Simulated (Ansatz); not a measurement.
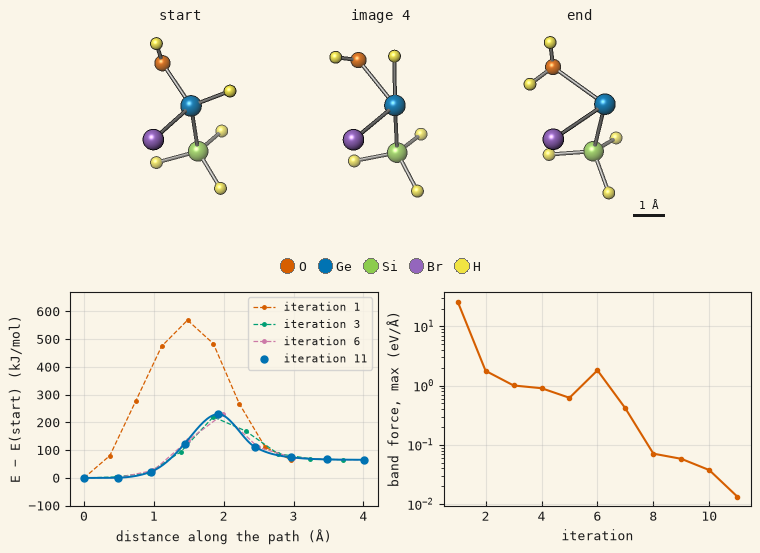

A nudged-elastic-band calculation for GeSiH5OBr. Images are numbered from 0 (start) to 8 (end). The plot follows the band through its iterations. The picture is a ball-and-stick view, seen from a free direction.

These are results of RKS PBE0/def2-SVP (Ansatz), not measurements.

Input file:
```yaml
crystal:
  periodic: [false, false, false]
  atoms:
    - { symbol: O, position_ang: [0.309321, 0.973052, -1.750246] }
    - { symbol: Ge, position_ang: [-0.483212, 0.680872, -0.187418] }
    - { symbol: Si, position_ang: [0.75476, -1.040679, 0.891915] }
    - { symbol: Br, position_ang: [-2.635762, -0.129102, -0.571456] }
    - { symbol: H, position_ang: [-0.15031, 1.623108, -2.294684] }
    - { symbol: H, position_ang: [-0.694066, 2.017258, 0.555162] }
    - { symbol: H, position_ang: [2.150849, -0.578451, 1.150077] }
    - { symbol: H, position_ang: [0.757825, -2.238194, 0.00462] }
    - { symbol: H, position_ang: [0.078994, -1.354164, 2.18483] }
basis:
  gaussian: { orbitals: def2-SVP }
hamiltonian:
  xc: pbe0
neb:
  order_check: false
  images: 7
  f_tol: 0.03
  max_iterations: 55
  initial_path: linear
  final_atoms:
    - { symbol: O, position_ang: [0.13230558, 1.4509986, -1.13093246] }
    - { symbol: Ge, position_ang: [-0.74296043, 0.99800145, 0.8687965] }
    - { symbol: Si, position_ang: [0.69529103, -1.01311131, 0.91806118] }
    - { symbol: Br, position_ang: [-2.4707077, -0.19395245, -0.36725908] }
    - { symbol: H, position_ang: [-0.31565012, 0.78222497, -1.67855282] }
    - { symbol: H, position_ang: [-0.20708551, 2.30154066, -1.44319642] }
    - { symbol: H, position_ang: [2.06505825, -0.71988223, 1.45741654] }
    - { symbol: H, position_ang: [0.86149348, -1.60789259, -0.44910514] }
    - { symbol: H, position_ang: [0.0706544, -2.0442271, 1.80757171] }
```

Launched with:
```bash
ansatz run input.yaml --threads 2 --pin off --max-ram 3072MiB --backend cpu --events-out ev --progress --plain --runs-dir out
```

Judge this run.

Answer. The run is converged, with reservations. The band converged in 11 iterations. The largest component of the band force went from 26 to 0.013 eV/Å. The climbing image converged on the top of the path. Its curvatures weren't checked. The straight starting path can push atoms close together and costs iterations. The first iteration put the highest image at 568.5 kJ/mol. The energy climbs by 229.9 kJ/mol to image 4 and then falls by 164.4 kJ/mol, so the end point sits at +65.4 kJ/mol.
